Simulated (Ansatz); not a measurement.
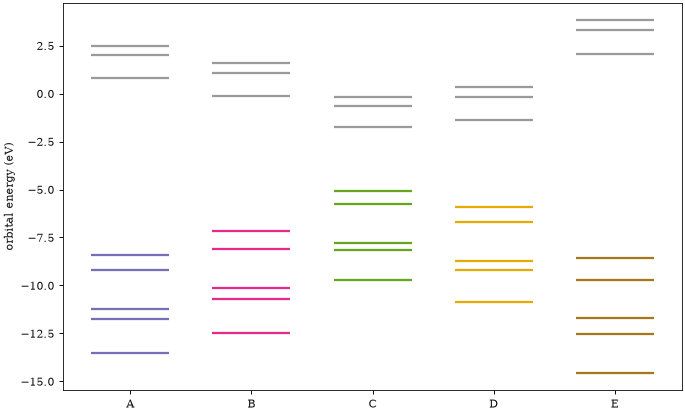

Frontier orbital energies of CH₄STe, SMILES SC[TeH] at one geometry, def2-TZVPP, the Ansatz code, at a PBE0-D4/def2-TZVP geometry (a minimum by its frequencies). Empty levels are grey, levels within 0.1 eV stand side by side; all columns show the same few orbitals around the gap.

> The columns come from BHLYP, BLYP, HF, HSE06 and ωB97M-V. Which is which?

A: ωB97M-V (HOMO −8.41, LUMO 0.84, separation 9.24 eV)
B: BHLYP (HOMO −7.19, LUMO −0.13, separation 7.05 eV)
C: BLYP (HOMO −5.06, LUMO −1.72, separation 3.34 eV)
D: HSE06 (HOMO −5.89, LUMO −1.37, separation 4.53 eV)
E: HF (HOMO −8.58, LUMO 2.07, separation 10.65 eV)

Caveats, for all or some of the runs: core potentials past krypton; empty levels above zero depend strongly on the basis; spin-orbit coupling is left out, and with Te it can shift these levels and split any degenerate set.
